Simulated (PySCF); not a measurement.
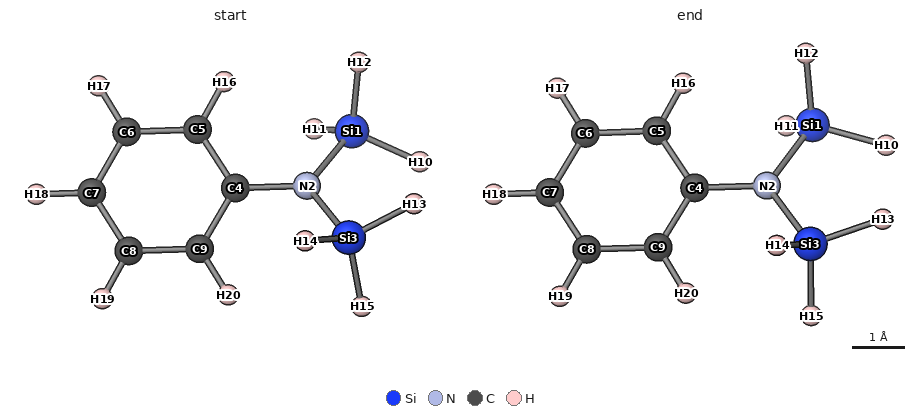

The structure of C₆H₁₁NSi₂ before (left) and after (right) a relaxation, at one scale.

The picture is a ball-and-stick view, seen at a tilt.

The start comes from GFN2-xTB.

Method: PBE0-D3(BJ)/def2-SVP geometry optimisation, gas phase (PySCF). 

Summarise the run.

Over 9 geometry steps the energy falls by 3.30 kcal/mol. The largest force component goes from 0.65 to 0.01 eV/Å. The largest move after the best rigid fit is that of H10, 0.48 Å. By element the largest moves are H 0.48 Å, Si 0.17 Å, C 0.13 Å, N 0.01 Å. Near-neighbour distances that change, for instance: Si1–H10 1.459 → 1.489 Å, Si1–H12 1.468 → 1.496 Å, N2–Si3 1.747 → 1.765 Å, N2–C4 1.395 → 1.410 Å. Among the angles between lasting bonds that change: H14–Si3–H15 111.2° → 108.2°, N2–Si3–H14 107.3° → 109.7°.
